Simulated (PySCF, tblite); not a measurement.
# vinylidene fluoride (C₂H₂F₂): dynamics, then NMR shifts and electronic excitations on frames

How do NMR shifts and electronic excitations of vinylidene fluoride (C₂H₂F₂) (`C=C(F)F`) change as the atoms move?

Computed with tblite 0.8.0 and PySCF 2.14.0, with density-fitted response routines of our own, on a single molecule in the gas phase. Atoms are numbered from 0 throughout.

## (1) The molecule as given

6 atoms, charge 0, multiplicity 1; geometry from: GFN2-xTB.

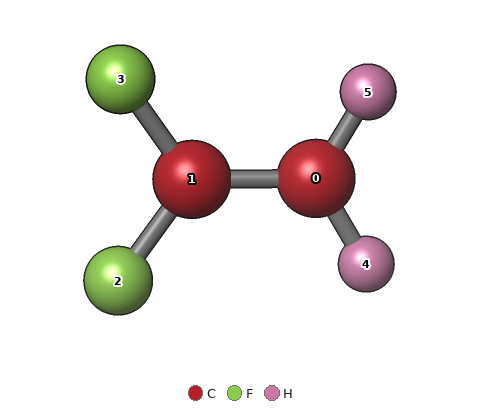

As it starts; carbon red, fluorine green, hydrogen pink, atoms numbered.

## (2) A short Langevin run with GFN2-xTB

The job: settings as JSON, then the geometry in Å.

```
{"job": {"kind": "md", "xc": "GFN2-xTB", "basis": "xTB", "temperature": 300, "steps": 2000, "every": 50, "frames": 5}, "charge": 0, "multiplicity": 1}
C     -0.718976    -0.078757    -0.106189
C      0.572296     0.063064     0.077800
F      1.231914     1.212448     0.032100
F      1.423324    -0.919782     0.338815
H     -1.334509     0.774474    -0.313302
H     -1.170927    -1.049457    -0.050798
```

Method: GFN2-xTB Langevin dynamics, gas phase.

Started as:

```bash
> OMP_NUM_THREADS=1 python probes_run.py task.json out
```

This one command runs all jobs of the session in turn.

What it wrote:

```text
t/fs     T/K      E/eV
    0.0   138.7   -400.86950
   25.0   102.2   -400.79187
   50.0   123.5   -400.76561
   75.0   209.2   -400.73121
  100.0   325.1   -400.76179
  125.0   448.4   -400.81293
  150.0   335.8   -400.66366
  175.0   250.1   -400.69003
  200.0   334.1   -400.77593
  225.0   284.3   -400.79788
  250.0   233.0   -400.77106
  275.0   196.4   -400.74492
  300.0   239.5   -400.78137
  325.0   275.5   -400.73234
  350.0   272.2   -400.77480
  375.0   159.2   -400.73524
  400.0   215.9   -400.74203
  425.0   162.0   -400.72533
  450.0   182.3   -400.70736
  475.0   190.4   -400.74887
  500.0   235.9   -400.69137
  525.0   194.1   -400.48121
  550.0   258.9   -400.59523
  575.0   335.0   -400.58685
  600.0   484.1   -400.64955
  625.0   394.4   -400.56811
  650.0   323.8   -400.57700
  675.0   405.3   -400.58071
  700.0   401.4   -400.63502
  725.0   463.5   -400.76005
  750.0   203.5   -400.56491
  775.0   247.9   -400.61114
  800.0   434.2   -400.75622
  825.0   397.1   -400.78921
  850.0   320.5   -400.74503
  875.0   271.6   -400.80322
  900.0   246.4   -400.77271
  925.0   303.9   -400.81738
  950.0   242.4   -400.80778
  975.0   174.0   -400.76348
 1000.0   253.8   -400.81780
```

Wall time 3.8 s (1 thread of Arm Neoverse V1, shared host); peak memory 0.24 GiB.

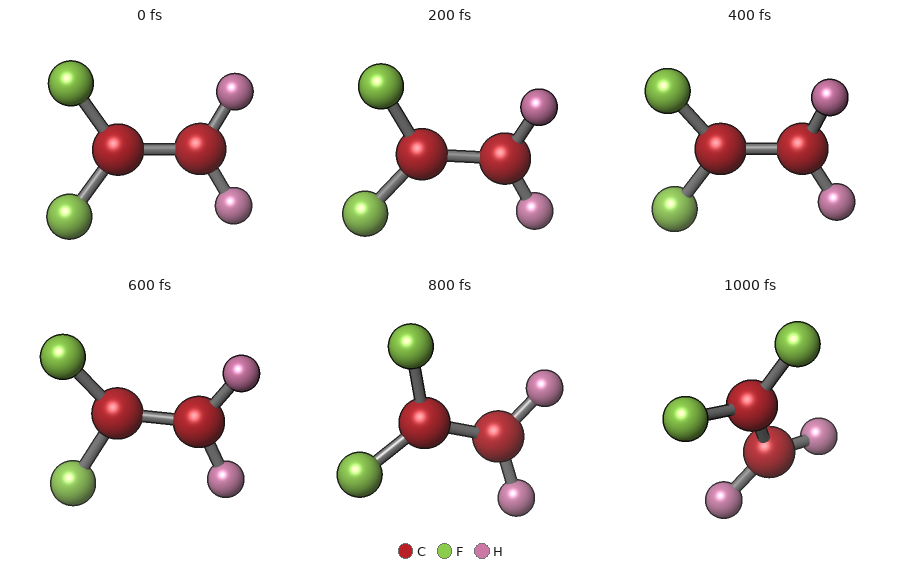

Frames of the run.

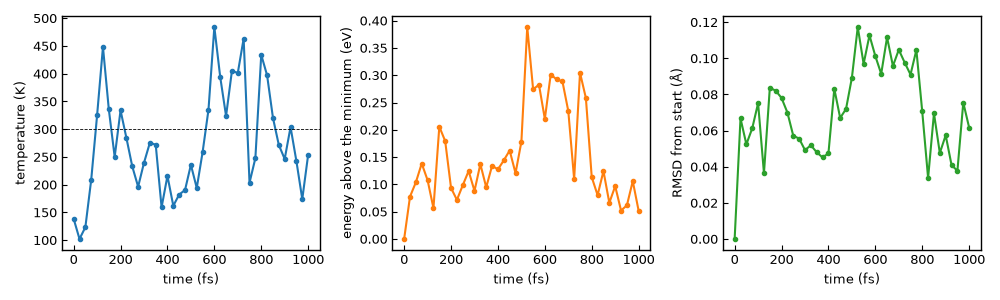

Temperature, potential energy and distance from the start.

Positions (Å) and forces (eV/Å) at 1000 fs:

```xyz
6

C     0.534   -0.490   -0.962    0.668   -0.593    0.597
C     0.848   -1.259    0.069   -0.479    0.264   -0.301
F     1.847   -0.981    0.881    0.268    0.048    0.354
F     0.213   -2.338    0.528    0.117    0.254   -0.394
H     1.176    0.361   -1.126   -0.212   -0.073   -0.158
H    -0.199   -0.781   -1.673   -0.361    0.100   -0.097
```

## (3) NMR shieldings: 250 fs, PBE0/pcSseg-1

The job: settings as JSON, then the geometry in Å.

```
{"job": {"kind": "nmr", "xc": "PBE0", "basis": "pcSseg-1", "pop": false}, "charge": 0, "multiplicity": 1}
C     -0.856000    -0.458700     0.205700
C      0.433800    -0.349500     0.278400
F      1.111700     0.732600    -0.068500
F      1.274000    -1.272700     0.803400
H     -1.376800     0.357500    -0.332900
H     -1.393900    -1.269400     0.554900
```

Method: GIAO PBE0/pcSseg-1 NMR shielding, non-relativistic, gas phase.

What it wrote:

```text
coarse grid: 5584 points
cycle   1  E = -276.6394167600  dE =  5.688e-01  |g| = 6.644e-01  |ddm| = 2.104e+00
cycle   2  E = -276.5494521435  dE =  8.996e-02  |g| = 9.704e-01  |ddm| = 8.217e-01
cycle   3  E = -276.7192866974  dE = -1.698e-01  |g| = 6.115e-02  |ddm| = 5.228e-01
cycle   4  E = -276.7200125202  dE = -7.258e-04  |g| = 3.365e-02  |ddm| = 7.685e-02
cycle   5  E = -276.7202267724  dE = -2.143e-04  |g| = 8.936e-03  |ddm| = 2.508e-02
cycle   6  E = -276.7202414057  dE = -1.463e-05  |g| = 2.219e-03  |ddm| = 6.337e-03
cycle   7  E = -276.7202425587  dE = -1.153e-06  |g| = 2.429e-04  |ddm| = 1.493e-03
final grid: 56368 points
cycle   8  E = -276.7572251242  dE = -2.311e-05  |g| = 5.377e-03  |ddm| = 1.381e-02
cycle   9  E = -276.7572207773  dE =  4.347e-06  |g| = 7.670e-03  |ddm| = 7.148e-03
cycle  10  E = -276.7572309451  dE = -1.017e-05  |g| = 6.582e-04  |ddm| = 4.042e-03
cycle  11  E = -276.7572310246  dE = -7.951e-08  |g| = 1.480e-04  |ddm| = 5.636e-04
cycle  12  E = -276.7572310275  dE = -2.901e-09  |g| = 8.187e-05  |ddm| = 1.471e-04
cycle  13  E = -276.7572310291  dE = -1.535e-09  |g| = 1.141e-05  |ddm| = 5.840e-05
cycle  14  E = -276.7572310291  dE = -2.819e-11  |g| = 2.450e-06  |ddm| = 8.886e-06
converged SCF energy = -276.7572310291

GIAO shielding tensors (ppm)
atom      isotropic    diamagn.    paramagn.     s11        s22        s33       span
  0 C      119.955     257.078    -137.123     50.830    139.519    169.516    118.686
  1 C       12.559     248.288    -235.728    -86.305     42.760     81.223    167.527
  2 F      247.695     473.749    -226.054    197.273    228.208    317.603    120.330
  3 F      240.904     473.155    -232.251    173.258    221.667    327.787    154.530
  4 H       27.149      29.576      -2.427     24.471     26.262     30.715      6.244
  5 H       28.397      30.687      -2.290     26.361     27.014     31.816      5.456
```

Run time: 3.5 s. Hardware: 1 thread of Arm Neoverse V1, shared host; peak memory 0.41 GiB.

Shifts follow as δ = σ(reference) − σ, with reference shieldings (ppm) from runs at the same level and on the same kind of geometry: ¹H TMS 31.72, ¹³C TMS 186.9, ¹⁹F CFCl3 170.9. The references are single molecules in the gas phase, so shifts against H2O, NH3, PH3, H3PO4 or CFCl3 are not on the usual liquid scales and can be off by tens of ppm. Each atom is listed at this fixed geometry, with no averaging over motion; a spectrum would average atoms that exchange fast.

| atoms | environment | σ (ppm) | δ (ppm) |
| --- | --- | --- | --- |
| C1 | fully substituted alkene carbon | 12.6 | 174.4 |
| C0 | terminal =CH2 carbon | 120.0 | 67.0 |
| H4 | hydrogen on a terminal =CH2 carbon | 27.15 | 4.57 |
| H5 | hydrogen on a terminal =CH2 carbon | 28.40 | 3.32 |
| F3 | vinylic fluorine | 240.9 | -70.0 |
| F2 | vinylic fluorine | 247.7 | -76.7 |

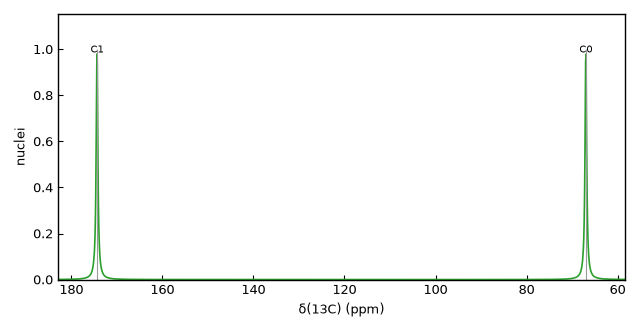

¹³C lines at the computed shifts, without couplings. Lines are broadened to a width of 0.43 ppm (Lorentzian).

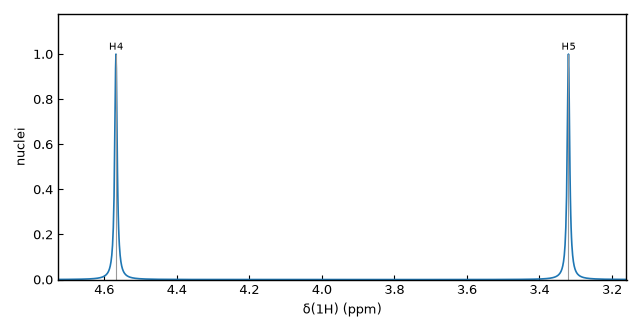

¹H lines at the computed shifts, without couplings. Lines are broadened to a width of 0.01 ppm (Lorentzian).

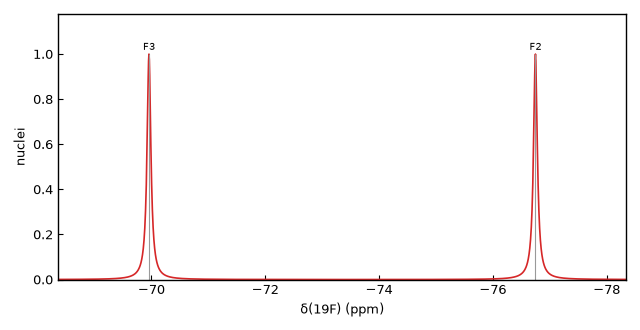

¹⁹F lines at the computed shifts, without couplings. Lines are broadened to a width of 0.08 ppm (Lorentzian).

Orbitals, density, ELF and potential are computed afterwards from the orbital file.

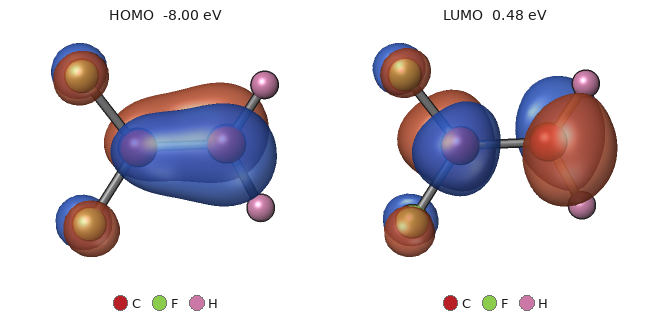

Frontier orbitals at PBE0/pcSseg-1; each surface holds 70 % of the orbital's density, blue and red mark the sign.

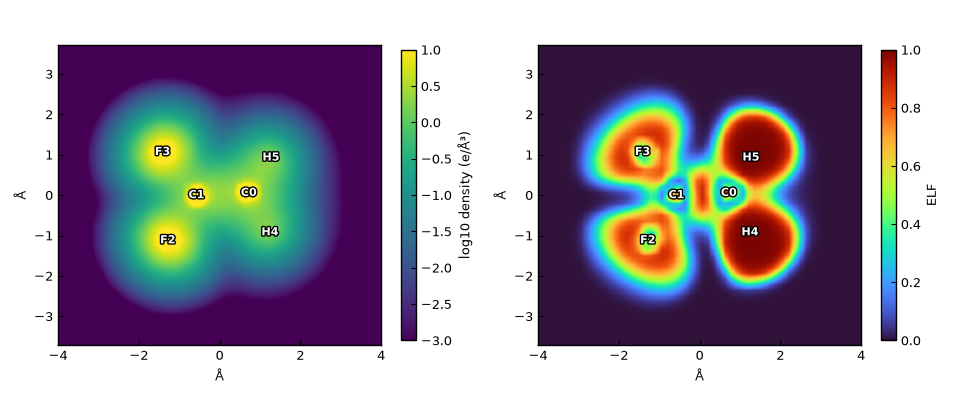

Density (left) and ELF (right) in a plane through or near 6 of the atoms.

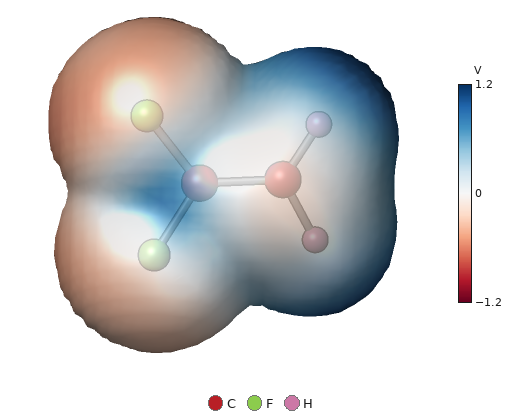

The potential that a unit positive charge feels on the 0.002 e/bohr³ surface, from the 1st to the 99th percentile, from -0.55 V near F3 to 1.20 V near H5.

## (4) Ultraviolet spectrum: 250 fs, PBE0/def2-SVPD

The job, as its differences from that of step 3:

```diff
@@ -1,2 +1,2 @@
-{"job": {"kind": "nmr", "xc": "PBE0", "basis": "pcSseg-1", "pop": false}, "charge": 0, "multiplicity": 1}
+{"job": {"kind": "uv", "xc": "PBE0", "basis": "def2-SVPD", "nstates": 5, "ntriplets": 0}, "charge": 0, "multiplicity": 1}
 C     -0.856000    -0.458700     0.205700
```

With the program's defaults for keys left out, this is: TDDFT PBE0/def2-SVPD, vertical, gas phase, core orbitals frozen in the response.

What it wrote:

```text
coarse grid: 5584 points
cycle   1  E = -276.4741989263  dE =  5.444e-01  |g| = 6.236e-01  |ddm| = 3.016e+00
cycle   2  E = -276.3887371379  dE =  8.546e-02  |g| = 9.093e-01  |ddm| = 1.274e+00
cycle   3  E = -276.5490496512  dE = -1.603e-01  |g| = 5.693e-02  |ddm| = 7.959e-01
cycle   4  E = -276.5497314093  dE = -6.818e-04  |g| = 3.196e-02  |ddm| = 1.027e-01
cycle   5  E = -276.5499327610  dE = -2.014e-04  |g| = 8.011e-03  |ddm| = 3.107e-02
cycle   6  E = -276.5499450006  dE = -1.224e-05  |g| = 2.199e-03  |ddm| = 9.596e-03
cycle   7  E = -276.5499461698  dE = -1.169e-06  |g| = 2.449e-04  |ddm| = 2.264e-03
final grid: 56368 points
cycle   8  E = -276.5875834677  dE = -1.633e-05  |g| = 5.634e-03  |ddm| = 4.285e-02
cycle   9  E = -276.5875779836  dE =  5.484e-06  |g| = 8.102e-03  |ddm| = 1.145e-02
cycle  10  E = -276.5875898468  dE = -1.186e-05  |g| = 6.159e-04  |ddm| = 6.143e-03
cycle  11  E = -276.5875899276  dE = -8.084e-08  |g| = 1.362e-04  |ddm| = 7.612e-04
cycle  12  E = -276.5875899303  dE = -2.699e-09  |g| = 7.669e-05  |ddm| = 2.012e-04
cycle  13  E = -276.5875899317  dE = -1.393e-09  |g| = 1.093e-05  |ddm| = 8.292e-05
cycle  14  E = -276.5875899317  dE = -2.808e-11  |g| = 2.701e-06  |ddm| = 1.471e-05
converged SCF energy = -276.5875899317

Static polarisability (au): isotropic 27.292, principal 20.497 26.277 35.103

Singlet excitations
state   eV       nm        f      main configurations
  1   7.3939    167.7   0.04119   H->L+1 0.91, H->L 0.08
  2   7.9929    155.1   0.25856   H->L 0.79, H->L+3 0.09
  3   8.5548    144.9   0.01694   H->L+2 0.97
  4   8.6792    142.9   0.06229   H->L+3 0.88
  5   9.7554    127.1   0.00217   H->L+4 0.96
```

Run time: 4.3 s. Hardware: 1 thread of Arm Neoverse V1, shared host; peak memory 0.48 GiB.

The orbitals next to the gap, with their largest atomic shares:

| orbital | eV | atoms |
| --- | --- | --- |
| HOMO−3 | -12.86 | F3 43 %, C0 19 %, F2 15 % |
| HOMO−2 | -12.63 | F2 51 %, C0 16 %, F3 15 % |
| HOMO−1 | -11.88 | F3 35 %, C0 26 %, F2 16 % |
| HOMO | -8.09 | C0 41 %, C1 30 %, F2 11 % |
| LUMO | 0.24 | C1 37 %, C0 31 %, F2 9 % |
| LUMO+1 | 0.72 | C1 36 %, C0 29 %, F3 11 % |
| LUMO+2 | 1.75 | H4 20 %, C0 19 %, H5 18 % |

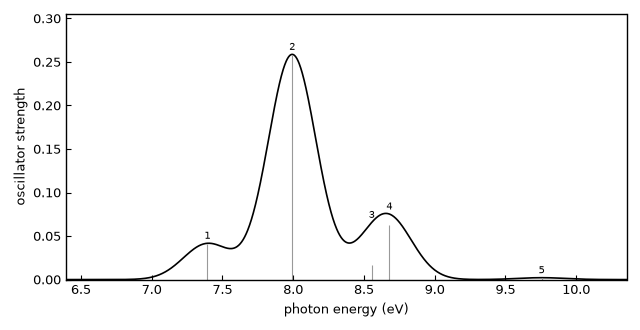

Absorption spectrum from the 5 singlet states computed; above the last one it falls off for lack of states. Lines are broadened to a width of 0.40 eV (Gaussian).

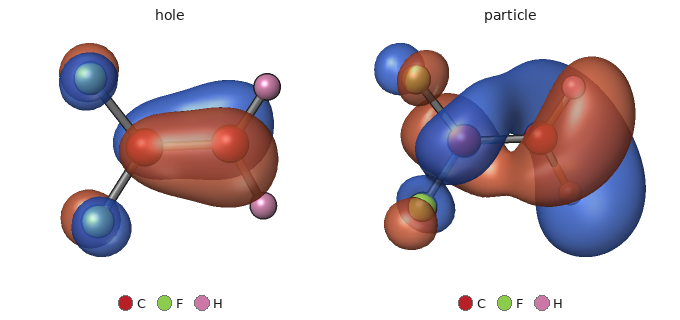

Leading natural transition orbitals of singlet state 2: the electron leaves the hole (left) for the particle orbital (right).

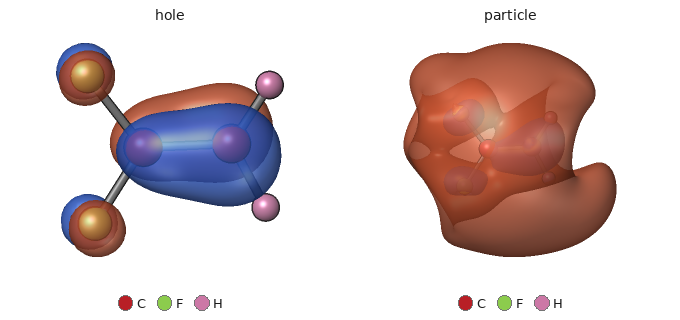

Leading natural transition orbitals of singlet state 1: the electron leaves the hole (left) for the particle orbital (right).

Ground-state properties from the same run:

| property | computed |
| --- | --- |
| dipole moment (D) | 1.55 |
| polarisability (Å³) | 4.04 |
| HOMO–LUMO gap (eV) | 8.32 |
| −ε(HOMO) (eV) | 8.09 |

## (5) NMR shieldings: 425 fs, PBE0/pcSseg-1

The job: settings as JSON, then the geometry in Å.

```
{"job": {"kind": "nmr", "xc": "PBE0", "basis": "pcSseg-1", "pop": false}, "charge": 0, "multiplicity": 1}
C     -0.747800    -0.889400     0.345000
C      0.534800    -0.807700     0.245100
F      1.184300     0.302000    -0.161000
F      1.361500    -1.694900     0.756900
H     -1.448900    -0.159700    -0.069800
H     -1.068400    -1.758600     0.872900
```

With the program's defaults for keys left out, this is: GIAO PBE0/pcSseg-1 NMR shielding, non-relativistic, gas phase.

What it wrote:

```text
coarse grid: 5584 points
cycle   1  E = -276.6410085035  dE =  5.923e-01  |g| = 6.564e-01  |ddm| = 2.108e+00
cycle   2  E = -276.5578213905  dE =  8.319e-02  |g| = 9.447e-01  |ddm| = 8.190e-01
cycle   3  E = -276.7184643305  dE = -1.606e-01  |g| = 6.293e-02  |ddm| = 5.218e-01
cycle   4  E = -276.7192491611  dE = -7.848e-04  |g| = 3.363e-02  |ddm| = 7.821e-02
cycle   5  E = -276.7194601988  dE = -2.110e-04  |g| = 8.747e-03  |ddm| = 2.475e-02
cycle   6  E = -276.7194741097  dE = -1.391e-05  |g| = 2.214e-03  |ddm| = 6.212e-03
cycle   7  E = -276.7194752529  dE = -1.143e-06  |g| = 2.454e-04  |ddm| = 1.502e-03
final grid: 56368 points
cycle   8  E = -276.7561038056  dE = -2.156e-05  |g| = 5.196e-03  |ddm| = 1.266e-02
cycle   9  E = -276.7560998928  dE =  3.913e-06  |g| = 7.342e-03  |ddm| = 6.949e-03
cycle  10  E = -276.7561092640  dE = -9.371e-06  |g| = 6.557e-04  |ddm| = 3.911e-03
cycle  11  E = -276.7561093427  dE = -7.868e-08  |g| = 1.371e-04  |ddm| = 5.565e-04
cycle  12  E = -276.7561093451  dE = -2.383e-09  |g| = 7.997e-05  |ddm| = 1.367e-04
cycle  13  E = -276.7561093465  dE = -1.458e-09  |g| = 1.037e-05  |ddm| = 5.742e-05
cycle  14  E = -276.7561093466  dE = -2.478e-11  |g| = 2.747e-06  |ddm| = 7.766e-06
converged SCF energy = -276.7561093466

GIAO shielding tensors (ppm)
atom      isotropic    diamagn.    paramagn.     s11        s22        s33       span
  0 C      117.844     256.329    -138.485     45.338    140.786    167.408    122.069
  1 C       13.631     249.185    -235.554    -88.542     44.525     84.909    173.452
  2 F      244.470     475.094    -230.623    175.902    230.289    327.221    151.319
  3 F      254.686     471.772    -217.086    209.308    233.385    321.366    112.059
  4 H       27.032      29.934      -2.902     24.849     25.655     30.593      5.744
  5 H       27.853      29.119      -1.266     25.351     26.890     31.318      5.967
```

It took 2.1 s on 1 thread of Arm Neoverse V1, shared host; peak memory 0.48 GiB.

Key values: δ C1 173.3, C0 69.1, F2 -73.5, F3 -83.7, H4 4.68, H5 3.86 ppm.

## (6) Excited states and response: 425 fs, PBE0/def2-SVPD

The job, as its differences from that of step 5:

```diff
@@ -1,2 +1,2 @@
-{"job": {"kind": "nmr", "xc": "PBE0", "basis": "pcSseg-1", "pop": false}, "charge": 0, "multiplicity": 1}
+{"job": {"kind": "uv", "xc": "PBE0", "basis": "def2-SVPD", "nstates": 5, "ntriplets": 0}, "charge": 0, "multiplicity": 1}
 C     -0.747800    -0.889400     0.345000
```

Level: TDDFT PBE0/def2-SVPD, vertical, gas phase, core orbitals frozen in the response.

What it wrote:

```text
coarse grid: 5584 points
cycle   1  E = -276.4757297596  dE =  5.680e-01  |g| = 6.156e-01  |ddm| = 2.969e+00
cycle   2  E = -276.3966268193  dE =  7.910e-02  |g| = 8.850e-01  |ddm| = 1.258e+00
cycle   3  E = -276.5482752352  dE = -1.516e-01  |g| = 5.871e-02  |ddm| = 7.777e-01
cycle   4  E = -276.5490118379  dE = -7.366e-04  |g| = 3.199e-02  |ddm| = 1.028e-01
cycle   5  E = -276.5492109423  dE = -1.991e-04  |g| = 7.806e-03  |ddm| = 3.007e-02
cycle   6  E = -276.5492224796  dE = -1.154e-05  |g| = 2.195e-03  |ddm| = 9.288e-03
cycle   7  E = -276.5492236418  dE = -1.162e-06  |g| = 2.445e-04  |ddm| = 2.211e-03
final grid: 56368 points
cycle   8  E = -276.5865008220  dE = -1.550e-05  |g| = 5.369e-03  |ddm| = 4.008e-02
cycle   9  E = -276.5864960383  dE =  4.784e-06  |g| = 7.645e-03  |ddm| = 1.099e-02
cycle  10  E = -276.5865066713  dE = -1.063e-05  |g| = 6.146e-04  |ddm| = 5.848e-03
cycle  11  E = -276.5865067517  dE = -8.037e-08  |g| = 1.238e-04  |ddm| = 7.196e-04
cycle  12  E = -276.5865067538  dE = -2.093e-09  |g| = 7.364e-05  |ddm| = 1.808e-04
cycle  13  E = -276.5865067550  dE = -1.276e-09  |g| = 9.786e-06  |ddm| = 7.810e-05
cycle  14  E = -276.5865067551  dE = -2.171e-11  |g| = 2.956e-06  |ddm| = 1.309e-05
converged SCF energy = -276.5865067551

Static polarisability (au): isotropic 27.172, principal 20.470 26.425 34.622

Singlet excitations
state   eV       nm        f      main configurations
  1   7.2518    171.0   0.07302   H->L 0.59, H->L+1 0.39
  2   8.0073    154.8   0.19938   H->L+1 0.56, H->L 0.31
  3   8.5788    144.5   0.04357   H->L+2 0.93
  4   8.7338    142.0   0.03738   H->L+3 0.92
  5   9.7491    127.2   0.00299   H->L+4 0.97
```

Wall time 3.3 s (1 thread of Arm Neoverse V1, shared host); peak memory 0.48 GiB.

In short: HOMO -8.04 eV, LUMO 0.10 eV; lowest singlet 7.25 eV.

(Part 1 of 2 ends here.)
